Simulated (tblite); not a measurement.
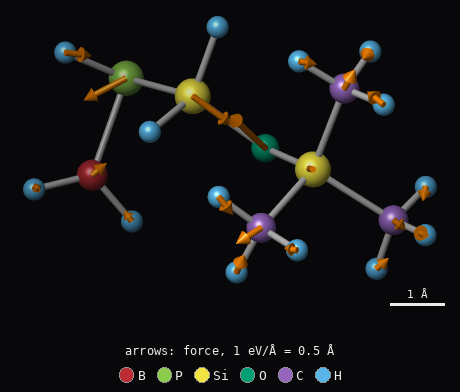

Starting geometry of C3H14BOPSi2 with the computed forces as orange arrows. The picture is a ball-and-stick view, seen at a tilt.

The calculation used GFN2-xTB geometry optimisation, gas phase (tblite 0.8.0). 

What follows when this structure is relaxed?

Answer. It isn't relaxed: the largest force vector, on the O atom, is 3.18 eV/Å. The final displacements have little in common with the starting forces (cosine between the two patterns 0.20). Over 176 geometry steps the energy falls by 1.062 eV. An H atom moves most after the best rigid fit: 1.87 Å. Largest moves by element: H 1.87 Å, O 1.82 Å, C 1.32 Å, P 1.17 Å, B 0.91 Å, Si 0.61 Å. Near-neighbour distances that change, for instance: Si–Si 2.816 → 3.165 Å, O–Si 1.741 → 1.609 Å, B–P 1.931 → 1.827 Å, O–Si 1.739 → 1.647 Å. Among the angles between lasting bonds that change: Si–O–Si 108.1° → 152.9°, B–P–Si 93.8° → 106.7°, B–P–H 93.9° → 103.6°. Groups turn about O–Si by about 155°, O–Si by about 145°.
